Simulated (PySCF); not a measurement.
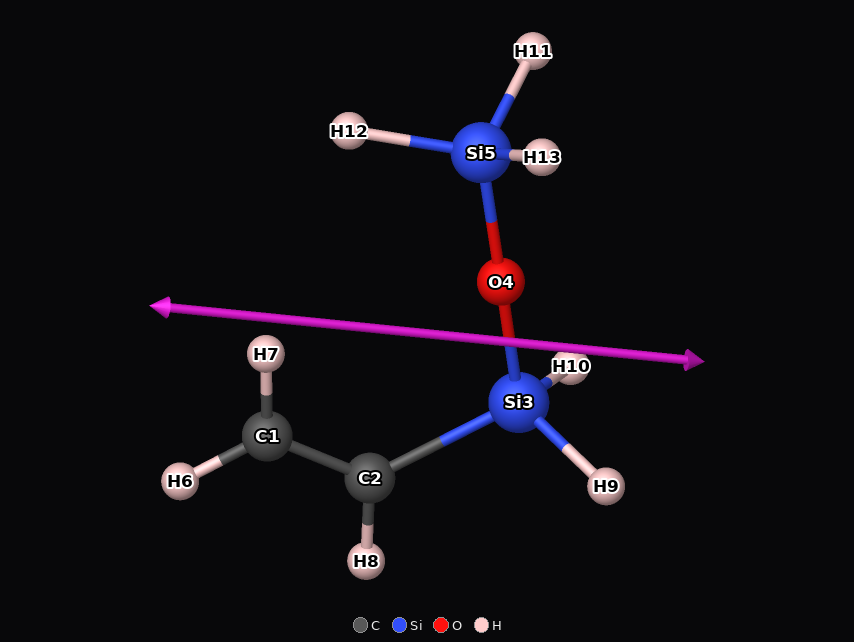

The double arrow shows the direction of the transition dipole to excited singlet state 3 (its length means nothing). The computed structure is the end point of a PBE0-D3(BJ)/def2-SVP optimisation. No frequency run is at hand to confirm it as a minimum. Level of theory: TDDFT CAM-B3LYP/def2-SVPD, vertical, gas phase, core orbitals frozen in the response (PySCF 2.14.0).

Question. Give its energy, strength and character.

Answer. 7.20 eV (172 nm), oscillator strength 0.36, mainly HOMO → LUMO (weight 0.89); transition dipole 3.64 D.
